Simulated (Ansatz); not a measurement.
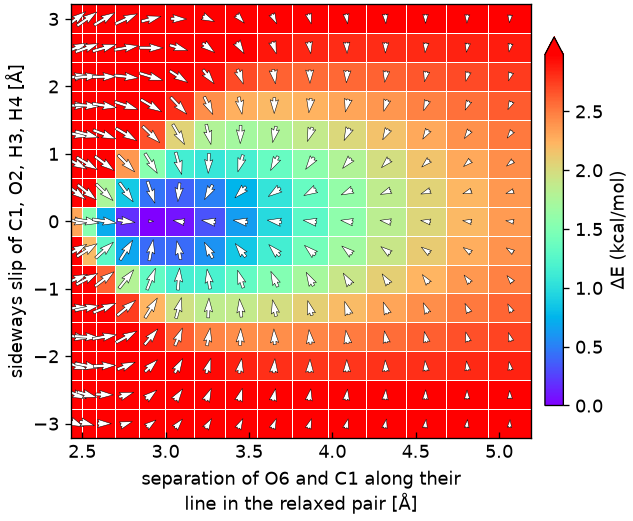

Energy landscape of the pair CH₂O···CH₂O. 
- Coordinates scanned: (1) separation of O6 and C1 along their line in the relaxed pair; (2) sideways slip of C1, O2, H3, H4.
- Nothing is relaxed (both partners rigid).
- Grid: 15 × 15 points.
- Points are written as (first, second).
- All energies are given in kcal/mol relative to the lowest grid point.
- These are results of Ansatz 0.2.0, RHF/def2-SVPD, not measurements.

The picture shows one coloured cell a grid point, arrows along the force (downhill), their lengths compressed, one colour for all values above the top of the scale. 

Question: Describe this landscape.

Answer: The lowest grid point is at (2.914 Å, 0.00 Å). No other kind of well shows on this grid. The highest grid point, (2.464 Å, 1.71 Å), lies 9.74 kcal/mol above the lowest. Round the minimum the two coordinates are weakly coupled (coupling −0.10 in units of the two stiffnesses).

The values on the grid:

```tsv
second ↓, first →	2.464	2.529	2.634	2.765	2.914	3.079	3.258	3.449	3.652	3.865	4.087	4.319	4.559	4.808	5.064
3.00	6.89	6.25	5.42	4.67	4.09	3.68	3.41	3.23	3.11	3.04	3.00	2.98	2.97	2.98	2.99
2.57	8.45	7.44	6.16	5.03	4.19	3.61	3.24	3.02	2.90	2.84	2.81	2.81	2.82	2.85	2.87
2.14	9.48	8.16	6.50	5.07	4.02	3.33	2.92	2.70	2.60	2.57	2.58	2.61	2.65	2.70	2.75
1.71	9.74	8.19	6.27	4.66	3.52	2.81	2.42	2.25	2.21	2.24	2.31	2.39	2.47	2.55	2.63
1.29	9.16	7.47	5.43	3.77	2.68	2.05	1.77	1.71	1.77	1.89	2.03	2.16	2.29	2.41	2.51
0.86	7.13	5.57	3.76	2.37	1.54	1.15	1.07	1.16	1.35	1.56	1.78	1.97	2.15	2.30	2.42
0.43	4.07	2.97	1.74	0.87	0.45	0.37	0.51	0.76	1.05	1.34	1.61	1.85	2.06	2.22	2.37
0.00	2.31	1.54	0.70	0.18	0.00	0.08	0.32	0.63	0.97	1.29	1.58	1.83	2.04	2.21	2.36
−0.43	3.02	2.20	1.29	0.68	0.41	0.42	0.59	0.85	1.14	1.43	1.69	1.91	2.10	2.26	2.40
−0.86	4.66	3.70	2.60	1.78	1.33	1.15	1.18	1.32	1.51	1.72	1.91	2.08	2.24	2.37	2.48
−1.29	5.48	4.60	3.57	2.75	2.23	1.95	1.86	1.89	1.97	2.08	2.20	2.31	2.41	2.51	2.59
−1.71	5.37	4.74	3.98	3.34	2.89	2.61	2.47	2.42	2.42	2.45	2.50	2.56	2.61	2.67	2.72
−2.14	4.95	4.57	4.08	3.65	3.32	3.08	2.94	2.85	2.80	2.78	2.78	2.79	2.80	2.83	2.85
−2.57	4.59	4.37	4.08	3.81	3.58	3.40	3.27	3.17	3.10	3.05	3.01	2.99	2.98	2.97	2.98
−3.00	4.36	4.24	4.07	3.90	3.75	3.61	3.50	3.40	3.32	3.25	3.19	3.15	3.12	3.10	3.08
```

The input of one point:

```yaml
crystal:
  periodic: [false, false, false]
  atoms:
    - { symbol: C, position_ang: [-0.009697, -0.043266, -1.683252] }
    - { symbol: O, position_ang: [0.734719, -0.929861, -1.438578] }
    - { symbol: H, position_ang: [-1.091722, -0.20246, -1.786317] }
    - { symbol: H, position_ang: [0.339702, 0.988316, -1.82647] }
    - { symbol: C, position_ang: [0.007081, 0.047159, 1.705307] }
    - { symbol: O, position_ang: [-0.629293, 0.790485, 1.039312] }
    - { symbol: H, position_ang: [0.642115, -0.73003, 1.258694] }
    - { symbol: H, position_ang: [-0.009268, 0.101776, 2.803306] }
basis:
  gaussian: { orbitals: def2-SVPD }
hamiltonian:
  xc: hf
output:
  forces: true
```

Each point was launched as `ansatz run input.yaml --threads 1 --pin off --max-ram 2560MiB --backend cpu --events-out ev --progress --plain --runs-dir out`. Time for the 225 points that were run: 16 min on 1 thread of Arm Neoverse N1, on a shared host.
